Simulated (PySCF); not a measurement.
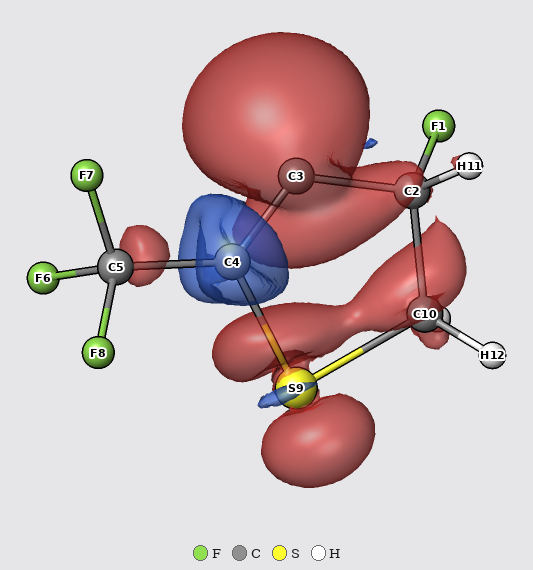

The picture shows: C₅H₃F₄S (SMILES F[C@H]1[C]=C(C(F)(F)F)SC1) (doublet). Isosurfaces of the spin density at +0.015 (red) and −0.015 e/Å³ (blue), seen at a tilt.

Geometry: GFN2-xTB.

Method: PySCF 2.14.0, density-fitted response routines, UKS B3LYP, pcH-1 on C F H S, non-relativistic, mean-field spin-orbit, GIAO.

```yaml
atoms:
  - { symbol: F, position_ang: [-2.3771, -0.4498, -1.1763] }
  - { symbol: C, position_ang: [-1.5165, -0.6377, -0.1230] }
  - { symbol: C, position_ang: [-0.1212, -0.7667, -0.5666] }
  - { symbol: C, position_ang: [0.8105, -0.0317, -0.0303] }
  - { symbol: C, position_ang: [2.2835, -0.0488, -0.2656] }
  - { symbol: F, position_ang: [2.6775, 0.9392, -1.0827] }
  - { symbol: F, position_ang: [2.6833, -1.1962, -0.8242] }
  - { symbol: F, position_ang: [2.9798, 0.0934, 0.8700] }
  - { symbol: S, position_ang: [0.1390, 1.2402, 1.0585] }
  - { symbol: C, position_ang: [-1.5653, 0.6097, 0.7981] }
  - { symbol: H, position_ang: [-1.8604, -1.5481, 0.3863] }
  - { symbol: H, position_ang: [-2.0056, 0.4092, 1.7720] }
  - { symbol: H, position_ang: [-2.1319, 1.3878, 0.2876] }
```

Where is the unpaired spin?

Answer. The unpaired spin (1 electron) lies mostly on C3 (about 0.8) and S9 (about 0.1), in electrons by Hirshfeld's partition.
